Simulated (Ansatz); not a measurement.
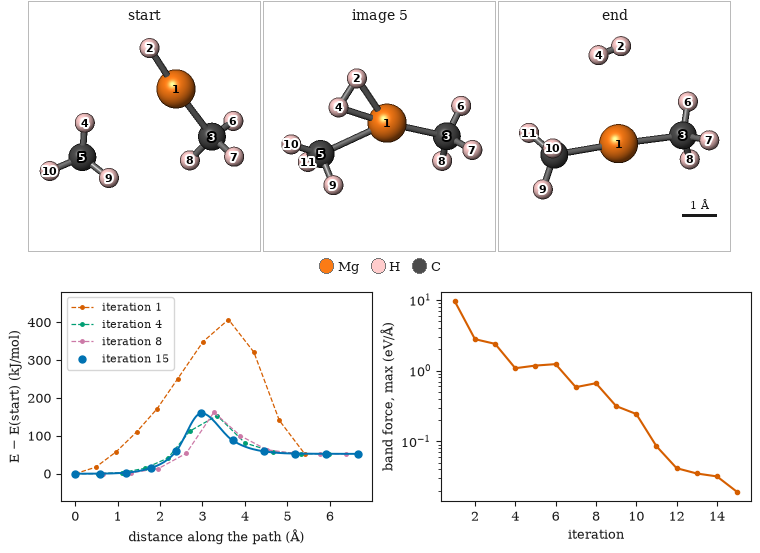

NEB run on C2H8Mg, made up at the start of CH4Mg and CH$_{4}$. Images are numbered from 0 (start) to 10 (end). The plot follows the band through its iterations. A ball-and-stick model, seen at a tilt.

Computed with Ansatz 0.2.0, RKS B3LYP/def2-SVP. Settings: 9 movable images; climbing image; force threshold 0.03 eV/Å; iteration limit 60; starting path through a guess of the saddle point.

**Judge this run.**

The result is final at these settings. The band converged in 15 iterations. The largest component of the band force went from 9.6 to 0.019 eV/Å. The climbing image converged on the top of the path. Its vibrational analysis gives one imaginary mode (1345i cm⁻¹), as a transition state must have. The first iteration put the highest image at 407.4 kJ/mol. The highest point, image 5, lies 159.9 kJ/mol above the start and 107.4 kJ/mol above the end; the end is at +52.5 kJ/mol relative to the start.

Limits of the set-up: the start holds two separate molecules, 3.0 Å apart at their closest, whose relative position is a soft coordinate and is computed without a dispersion correction.

The run took 120 s on 2 threads of Intel(R) Xeon(R) 6975P-C (Granite Rapids), with other jobs on the host, peak memory 0.18 GiB.
